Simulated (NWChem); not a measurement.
# InHCl (SMILES [Cl][InH]) at UCAM-B3LYP/def2-SVP (density fitting with weigend coulomb fitting, core potential)

Aim: the vertical ionisation energy of InHCl at UCAM-B3LYP/def2-SVP (density fitting with weigend coulomb fitting, core potential), from 2 runs. 

The calculation is run with NWChem 7.3.0.

7 further runs of the same task are left out: 7 set aside as unsound or not needed.

### Step 1. The structure to begin with

InHCl has 3 atoms, charge 0, and is taken as a doublet. SMILES: `[Cl][InH]`. Geometry: relaxed at PBE0-D4/def2-TZVP.

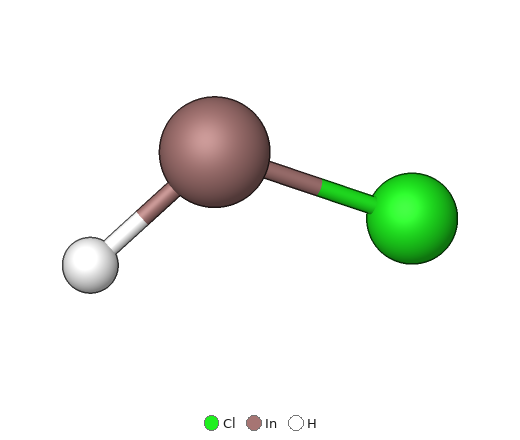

The structure, seen from a chosen angle (chlorine green, indium brown, hydrogen white).

### Step 2. The energy at UCAM-B3LYP/def2-SVP (density fitting with weigend coulomb fitting, core potential)

clhin.nw reads:

```
START clhin
TITLE "ClHIn energy"
memory 2200 mb
charge 0

GEOMETRY units bohr noautosym nocenter noautoz
  Cl  -3.11767016   0.74984333  -1.63914844
  In   0.77384285   1.02498745   0.54065064
  H    2.32322930  -1.89709606   1.07355341
END

BASIS spherical bse
  Cl library def2-SVP
  In library def2-SVP
  H library def2-SVP
END

ECP bse
  In library def2-SVP
END

BASIS "cd basis" spherical
  Cl library "weigend coulomb fitting"
  In library "weigend coulomb fitting"
  H library "weigend coulomb fitting"
END

DFT
  xc xcamb88 1.00 lyp 0.81 vwn_5 0.19 hfexch 1.00
  cam 0.33 cam_alpha 0.19 cam_beta 0.46
  mult 2
  grid fine
  convergence energy 1e-08
  direct
  iterations 100
  mulliken
  noprint "final vectors analysis"
END

TASK dft
```

Started as:

```sh
$ nwchem clhin.nw > clhin.out
```

The program printed (excerpt; [...] marks lines left out):

```text
[...]
          Wavefunction type:  spin polarized.
          No. of atoms     :     3
          No. of electrons :    39
[...]
          Charge           :     0
          Spin multiplicity:     2
[...]
          AO basis - number of functions:    49
[...]
              XC Information
              --------------
                     Hartree-Fock (Exact) Exchange  1.000
                   CAM-Becke88 Exchange Functional  1.000
                      VWN V Correlation Functional  0.190 local
              Lee-Yang-Parr Correlation Functional  0.810
[...]
 d= 0,ls=0.0,diis     1   -650.7423480546 -7.39D+02  1.23D-02  5.78D-02     0.6
[...]
 d= 0,ls=0.0,diis    11   -650.7857911741 -3.46D-10  5.94D-07  4.44D-11     5.4
[...]
         Total DFT energy =     -650.785791174111
      One electron energy =    -1148.078381361923
           Coulomb energy =      453.911380025382
    Exchange-Corr. energy =      -45.336391053901
 Nuclear repulsion energy =       88.717601216330
[...]
      Total Density - Mulliken Population Analysis
     ---------------------------------------------
    Atom       Charge   Shell Charges
 -----------   ------   -------------------------------------------------------
    1 Cl  17    17.31   2.00  1.98  1.25  0.71  5.93  2.14  3.28  0.01
    2 In  21    20.61  -0.60  2.60  1.06  0.42  2.77  3.23  0.78  0.27  9.64  0.44
    3 H    1     1.08   0.65  0.43  0.01
[...]
      <S2> =      0.7583 (Exact =     0.7500)
[...]
```

Run time: 6 s. Hardware: 1 thread of AMD EPYC 9R45 (Zen 5), shared host; peak memory 0.12 GiB.

### Step 3. The singlet cation

a.nw reads:

```
echo
start a
title "ClHIn"
memory stack 880 mb heap 220 mb global 1100 mb
charge 1

geometry noautosym nocenter noautoz
  Cl    -1.649800     0.396800    -0.867400
  In     0.409500     0.542400     0.286100
  H      1.229400    -1.003900     0.568100
end

basis spherical bse
  Cl library def2-SVP
  In library def2-SVP
  H library def2-SVP
end

ecp bse
  In library def2-SVP
end

basis "cd basis" spherical
  Cl library "weigend coulomb fitting"
  In library "weigend coulomb fitting"
  H library "weigend coulomb fitting"
end

dft
  xc xcamb88 1.00 lyp 0.81 vwn_5 0.19 hfexch 1.00
  cam 0.33 cam_alpha 0.19 cam_beta 0.46
  grid fine
  convergence energy 1e-08
  direct
  iterations 100
  mulliken
  noprint "final vectors analysis"
end

task dft energy
```

Started as:

```sh
$ nwchem a.nw > a.out
```

The program printed (excerpt; [...] marks lines left out):

```text
[...]
          Wavefunction type:  closed shell.
          No. of atoms     :     3
          No. of electrons :    38
[...]
          Charge           :     1
          Spin multiplicity:     1
[...]
          AO basis - number of functions:    49
[...]
              XC Information
              --------------
                     Hartree-Fock (Exact) Exchange  1.000
                   CAM-Becke88 Exchange Functional  1.000
                      VWN V Correlation Functional  0.190 local
              Lee-Yang-Parr Correlation Functional  0.810
[...]
 d= 0,ls=0.0,diis     1   -650.2631768833 -7.39D+02  5.16D-02  1.55D+00     0.5
[...]
 d= 0,ls=0.0,diis    12   -650.4711319340 -1.81D-09  1.38D-06  6.39D-10     4.4
         Total DFT energy =     -650.471131933961
      One electron energy =    -1138.062679550746
           Coulomb energy =      443.899174967038
    Exchange-Corr. energy =      -45.025234940589
 Nuclear repulsion energy =       88.717607590336
[...]
      Total Density - Mulliken Population Analysis
     ---------------------------------------------
    Atom       Charge   Shell Charges
 -----------   ------   -------------------------------------------------------
    1 Cl  17    17.05   2.00  1.98  1.30  0.67  5.93  2.12  3.04  0.01
    2 In  21    20.09  -0.60  2.60  1.05  0.18  2.77  3.24  0.66  0.12  9.67  0.41
    3 H    1     0.86   0.58  0.28  0.01
[...]
```

Wall time 5.1 s (1 thread of AMD EPYC 9R45 (Zen 5), shared host); peak memory 0.12 GiB.

### Step 4. Outcome

Level: UCAM-B3LYP/def2-SVP (density fitting with weigend coulomb fitting, core potential).

| quantity | value |
| --- | --- |
| doublet InHCl: total energy | -650.78579 Eh |
| doublet InHCl: dipole moment | 2.61 D |
| doublet InHCl: ⟨S²⟩ | 0.758 |
| singlet cation: total energy | -650.47113 Eh |
| vertical ionisation energy (to the singlet cation) | 8.562 eV |

**Reading.** Removing an electron at fixed nuclei costs 8.56 eV (826 kJ/mol). Only the singlet of the ionised species was computed; a triplet could lie lower. Mulliken charges (doublet InHCl) run from -0.31 on Cl1 to +0.39 on In2.
